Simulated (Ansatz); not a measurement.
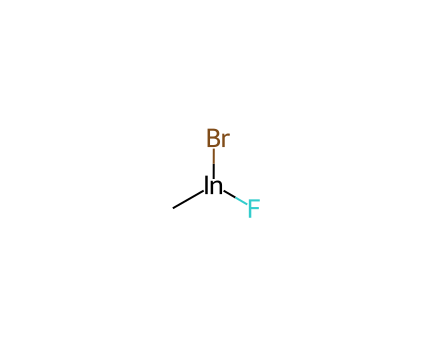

2D structure.

**Transcribe the drawing into SMILES.**

[CH3][In]([F])[Br]

**What is the molecular formula?**

CH3BrFIn.

The parts below concern this one geometry. Atoms keep their numbers from picture to picture. The geometry was computed by an optimisation with PBE0-D4/def2-TZVP.

Dipole moment

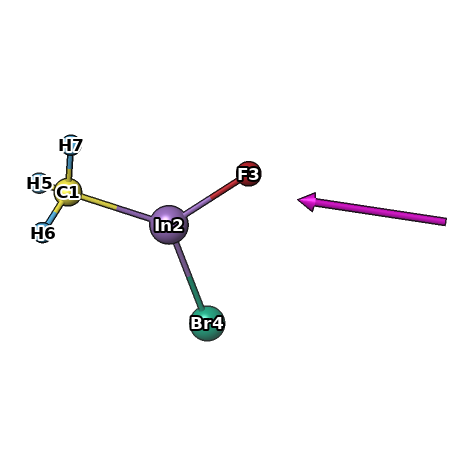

The arrow beside the molecule shows the direction of the dipole moment, from the negative to the positive end (its length means nothing). Level of theory: RKS ωB97M-V/def2-TZVPP, core potentials on In (Ansatz 0.2.0).

**How large is the dipole moment?**

3.89 D; it points from the side of F3, Br4 to the side of H5, H6 (the outermost atoms at the two ends).

Vibrations

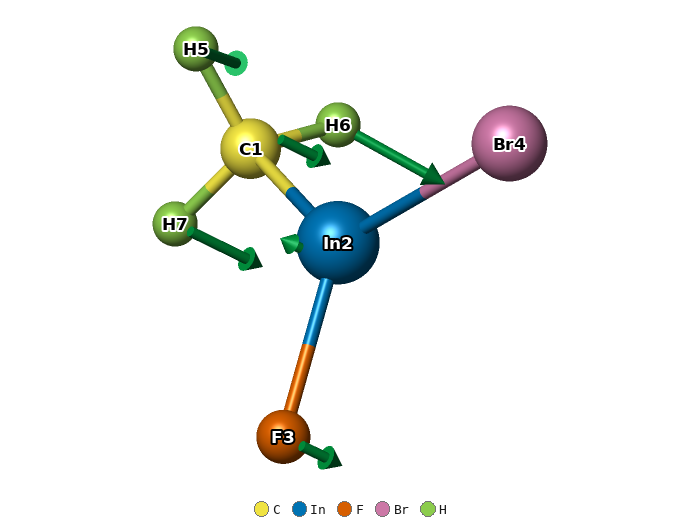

The arrows show one normal mode. Harmonic vibrations computed with RKS PBE0-D4/def2-TZVP, core potentials on In (Ansatz 0.2.0) at a stationary point of the same level.

**Describe the motion.**

A torsion or out-of-plane motion in which bond lengths and bond angles hardly change.

**Estimate its harmonic wavenumber.**

114 cm⁻¹; it is mode 3 of 15 counted from the lowest.

Charges

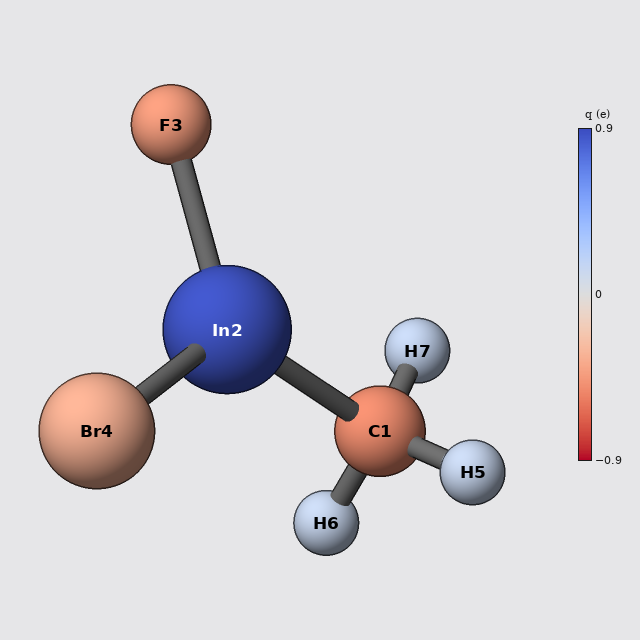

Atoms are coloured by their Mulliken charges. Level of theory: RKS PBE-D4/def2-TZVPP, core potentials on In (Ansatz 0.2.0).

**Which atom carries the highest charge (most positive or least negative)?**

In2 (0.85 e).

**And the lowest?**

C1 (−0.49 e).

List the Mulliken charges.

| atom | value (e) |
| --- | --- |
| C1 | −0.49 |
| In2 | 0.85 |
| F3 | −0.43 |
| Br4 | −0.33 |
| H5 | 0.13 |
| H6 | 0.13 |
| H7 | 0.14 |

Mulliken values depend strongly on the basis set and can even reverse the polarity of a bond.
